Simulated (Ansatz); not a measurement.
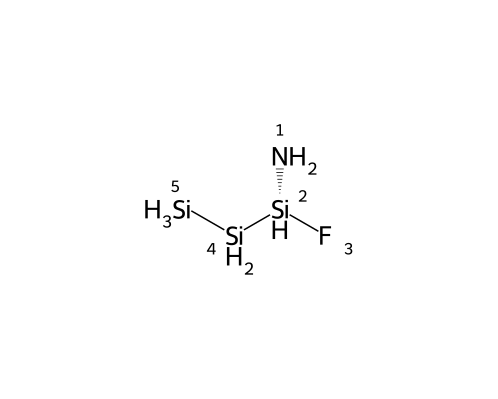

A structural formula, with wedges where it has stereocentres; small numbers name the atoms. The configuration is that of a computed structure (PBE-D4/def2-SVP).

**Assign CIP descriptors.**

Si2: R.
